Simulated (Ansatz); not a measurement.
# HSE06/STO-3G run of InH2F (SMILES [H][In]([H])[F])

Aim: the energy change on altering one bond length of InH2F at HSE06/STO-3G, from 2 runs. 

The calculation is run with Ansatz 0.2.0.

58 further runs of the same task are left out: 2 that didn't finish, 56 set aside as unsound or not needed.

### Step 1. The structure to begin with

The species is InH2F (4 atoms), meant as a singlet with charge 0. As SMILES, `[H][In]([H])[F]`. Geometry: a GFN2-xTB relaxation, a rough one for these elements and not checked as a minimum.

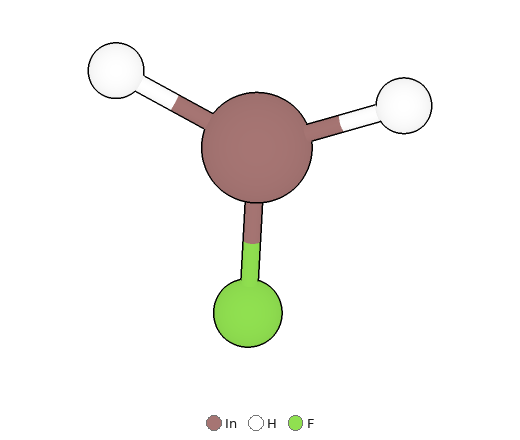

Viewed from a chosen angle; indium brown, hydrogen white, fluorine green.

### Step 2. The energy at HSE06/STO-3G

File input.yaml:

```yaml
crystal:
  periodic: [false, false, false]
  atoms:
    - symbol: In
      position_ang: [0.069180, 0.117330, -0.000190]
    - symbol: H
      position_ang: [1.751200, -0.073770, 0.013580]
    - symbol: H
      position_ang: [-0.891440, 1.509340, -0.018860]
    - symbol: F
      position_ang: [-0.928940, -1.552910, 0.005460]
basis:
  gaussian: {orbitals: STO-3G}
accuracy: high
hamiltonian: {xc: {name: HSE06}}
magnetization: {spin_polarized: false}
```

Started as:

```console
$ ansatz run input.yaml --threads 1 --pin off --max-ram 2610MiB --events-out events.jsonl --progress --plain --runs-dir runs
```

What it wrote:

```text
Warning: RAYON_NUM_THREADS=1 ignored (pool sized by the plan → 1); use --threads N
Functional definition: HSE06
  name "HSE06"
  parameter a = 0.25
  parameter omega = 0.11/bohr
  exchange = pbe_x - a*pbe_x_sr(omega) + a*exact_x_sr(omega)
  correlation = pbe_c
623 factors; integrals over basis functions are off by at most 4.0e-9 eV
48 factors; integrals over basis functions are off by at most 1.2e-9 eV
mean field evaluation 1: about -157391.4728 eV, gradient 1.9e1 eV
mean field evaluation 2: about -157373.8458 eV, gradient 8.0e1 eV
mean field evaluation 4: about -157393.3122 eV, gradient 1.5e0 eV
mean field evaluation 8: about -157393.2750 eV, gradient 1.6e-3 eV
mean field evaluation 16: about -157393.2750 eV, gradient 9.8e-9 eV
mean field -157393.27499991 eV, -5784.0961712531 hartree, gradient 1.4e-8 eV, S^2 0.000000; 0 other end points of the search recorded, 0 dependent functions left out
reference -157393.27500160 eV, -5784.0961713154 hartree; 30, 30 occupied and 4, 4 virtual orbitals, 623 factors
Total energy: -157393.27500160 eV, -5784.0961713154 hartree
```

Run time: 1.7 s. Hardware: 1 thread of Arm Neoverse V2, shared host; peak memory 0.12 GiB.

### Step 3. The distorted shape

File job.yaml:

```yaml
crystal:
  periodic: [false, false, false]
  atoms:
    - {symbol: In, position_ang: [0.309307, -0.230632, 0.004477]}
    - {symbol: H, position_ang: [1.991327, -0.421732, 0.018247]}
    - {symbol: H, position_ang: [-0.891440, 1.509340, -0.018860]}
    - {symbol: F, position_ang: [-0.688813, -1.900872, 0.010127]}
basis:
  gaussian:
    orbitals: STO-3G
accuracy: high
hamiltonian:
  xc: {name: HSE06}
```

Started as:

```console
$ ansatz run job.yaml --threads 1 --pin off --max-ram 2610MiB --events-out events.jsonl --progress --plain --runs-dir runs
```

What it wrote, shortened:

```text
Warning: RAYON_NUM_THREADS=1 ignored (pool sized by the plan → 1); use --threads N
[... 6 set-up lines as earlier in the session ...]
621 factors; integrals over basis functions are off by at most 4.0e-9 eV
48 factors; integrals over basis functions are off by at most 1.4e-9 eV
mean field evaluation 1: about -157390.1121 eV, gradient 1.9e1 eV
mean field evaluation 2: about -157373.5248 eV, gradient 7.9e1 eV
mean field evaluation 4: about -157392.0278 eV, gradient 2.5e0 eV
mean field evaluation 8: about -157391.9951 eV, gradient 4.6e-2 eV
mean field evaluation 16: about -157391.9951 eV, gradient 2.9e-7 eV
mean field -157391.99507688 eV, -5784.0491349493 hartree, gradient 2.4e-8 eV, S^2 0.000000; 0 other end points of the search recorded, 0 dependent functions left out
reference -157391.99507861 eV, -5784.0491350131 hartree; 30, 30 occupied and 4, 4 virtual orbitals, 621 factors
Total energy: -157391.99507861 eV, -5784.0491350131 hartree
```

Run time: 1.7 s. Hardware: 1 thread of Arm Neoverse V2, shared host; peak memory 0.12 GiB.

### Step 4. Outcome

Level: HSE06/STO-3G.

| quantity | value |
| --- | --- |
| first shape: total energy | -5784.09617 Eh |
| distorted shape: total energy | -5784.04914 Eh |
| energy change with the In1–H3 bond stretched from 1.691 to 2.114 Å | 1.280 eV |

**Reading.** With the In1–H3 bond stretched from 1.691 to 2.114 Å the energy rises by 1.28 eV (123 kJ/mol). The first shape isn't relaxed at this level, so the change isn't measured from a minimum. The minimal basis adds a large error of its own. Relativity is left out (first shape) although the molecule holds a heavy atom. Relativity is left out (distorted shape) although the molecule holds a heavy atom.
